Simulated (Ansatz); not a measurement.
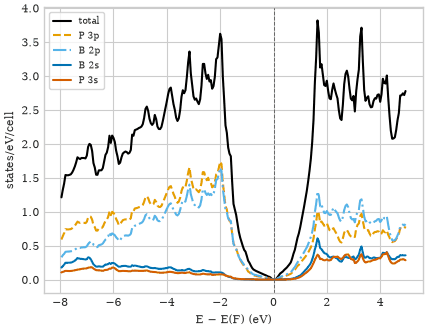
Figure. Total and projected density of states of BP in space group P6_422 (No. 181; B on 3c, P on 3d), plane-wave PAW PBE (Ansatz code)

Q: Which orbitals carry the states next to the Fermi level?

A: Within 0.5 eV of the Fermi level: B 2p 48 %, P 3p 38 %, outside the projected shells 11 %. Projections are on Löwdin-orthogonalised atomic valence shells; empty p or d shells of many metals are not among them.

Q: Where is the tallest occupied peak in this window, and what makes it?

A: Near -2.0 eV, about 3.6 states/eV per cell; the largest projected share is P 3p.

The start of the workflow was typed in or built on a structure type; neither database checked (COD, Materials Project) lists it. It is not the phase usual at ambient conditions (space group No. 216). The cell was relaxed with PBE under the symmetry of its start; whether a distortion lowers the energy is not shown.

Potentials: the earlier of the program's two PAW sets.
